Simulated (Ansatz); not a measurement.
The figure comes from a scan of CeO2 (fluorite): one Ce atom of a 3-atom cell moves by s along Cartesian [111], with its periodic images. Computed with PBE (plane waves to 420 eV, PAW, scalar-relativistic; Ansatz, a quantum-chemistry and plane-wave program). k mesh 8×8×8 (Γ-centred), Fermi-Dirac smearing 0.05 eV. Left out: 4 of 11 points, with atoms too close for the PAW data. F∥ is the force on the atom along that direction. CeO2 is run without spin polarisation. CeO2 was relaxed with its symmetry unable to fall. The PAW data are Ansatz's earlier set. The filling of the f shell was not checked against other fillings, so treat energies with care. 

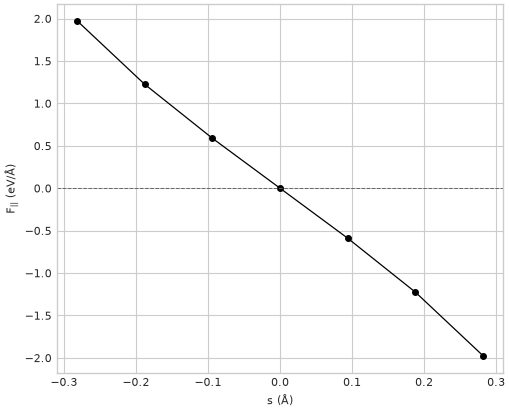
Fig. 1. F∥ (eV/Å) against s (Å); one marker a computed point.

Question: Turn the plot into a table (rounded to what can be read).

Answer: To the nearest 0.05:

| s (Å) | F∥ (eV/Å) |
|---|---|
| -0.282 | 2.00 |
| -0.188 | 1.25 |
| -0.094 | 0.60 |
| 0.000 | 0.00 |
| 0.094 | -0.60 |
| 0.188 | -1.25 |
| 0.282 | -2.00 |

(A displaced cell: forces are minus the slopes of the energy, force constants its curvatures, and phonons follow from these.)
